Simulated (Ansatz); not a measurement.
Process, species as SMILES: ClCCl → [CH2]Cl (CH2-Cl) + Cl atom
B3LYP-D3(BJ)/def2-TZVP geometries, fixed; electronic energies without zero-point terms.
Largest species:
```
C
H 1 1.0832
H 1 1.0832 2 111.91
Cl 1 1.7804 2 108.02 3 118.77
Cl 1 1.7804 2 108.02 3 -118.77
```
Charge 0, spin multiplicity 1.

Basis-set convergence of the bond dissociation energy at PBE0 with Ansatz (an electronic-structure program). Cartesian d functions, on some or all atoms, in 6-31G*, 6-31G**; all else is spherical. The program fits the integrals of some runs and decomposes those of others, by size. Open shells are unrestricted. No added dispersion term, no relativity. Functions are those of the species that has most. Reference: the value in aug-pcseg-3, 80.09 kcal/mol, itself unsure by roughly 0.05 kcal/mol (its mean distance from aug-cc-pV(Q+d)Z, cc-pV(5+d)Z, def2-QZVPPD). Deviations are taken from unrounded values.

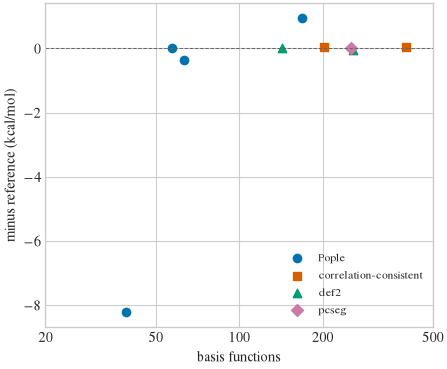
Fig. 1. Deviation from the reference against the number of basis functions, by family of sets.

| basis | functions | bond dissociation energy (kcal/mol) | minus reference (kcal/mol) |
|---|---|---|---|
| 6-31G | 39 | 71.87 | -8.21 |
| 6-31G* | 57 | 80.09 | 0.00 |
| 6-31G** | 63 | 79.72 | -0.37 |
| def2-TZVPP | 143 | 80.11 | 0.02 |
| 6-311++G(3df,3pd) | 169 | 81.04 | 0.95 |
| aug-cc-pV(T+d)Z | 202 | 80.13 | 0.05 |
| pcseg-3 | 254 | 80.11 | 0.02 |
| def2-QZVPP | 257 | 80.03 | -0.06 |
| cc-pV(5+d)Z | 401 | 80.12 | 0.03 |
